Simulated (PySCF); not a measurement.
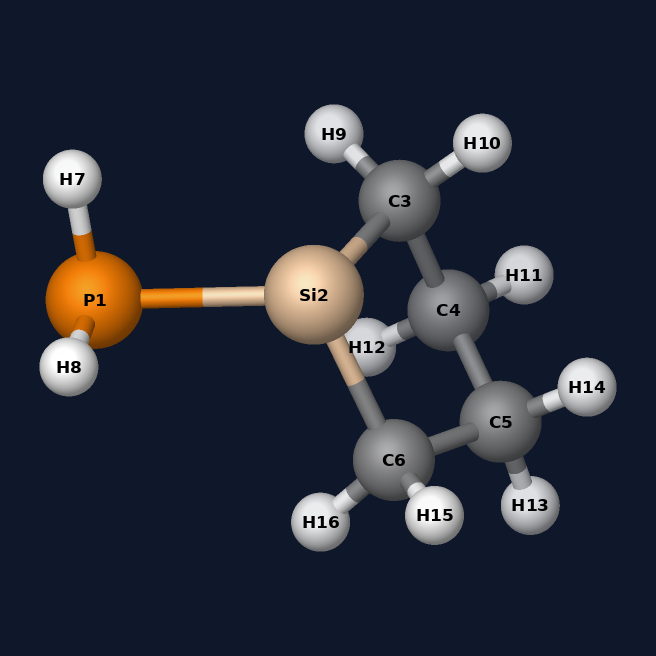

The species is neutral and a spin doublet. The geometry was computed by an optimisation with GFN2-xTB. No frequency run is at hand to confirm it as a minimum. Method: UKS B3LYP, pcH-1 on C H P Si, non-relativistic (PySCF 2.14.0). Fermi-contact and spin-dipolar terms alone, no spin-orbit part.

**Which nucleus has the largest dipolar (anisotropic) hyperfine coupling?**

29Si at Si2: principal values −154.3, 75.4, 78.9 MHz.

List the isotropic and dipolar parts for the most strongly coupled nuclei, one of each equivalent set. Atoms whose distances differ by more than 0.02 Å in this geometry are listed apart.

```
atom  isotope  a_iso (MHz)   dipolar part (MHz)
 Si2     29Si       −466.9   −154.3, 75.4, 78.9
  P1      31P        −18.7  −61.4, −55.0, 116.4
  C3      13C         26.1      −5.1, −4.1, 9.3
  C6      13C         29.7      −5.2, −4.0, 9.2
 H10       1H         14.1      −4.5, −2.9, 7.3
 H15       1H          8.3      −4.2, −2.7, 7.0
  H7       1H         17.8      −4.2, −0.5, 4.7
  H8       1H         14.0      −4.2, −0.4, 4.6
```

The geometry is semi-empirical. Around P, Si such bond lengths and angles can be off by a tenth of an ångström or more and by several degrees, and values that hang on the shape move with them.
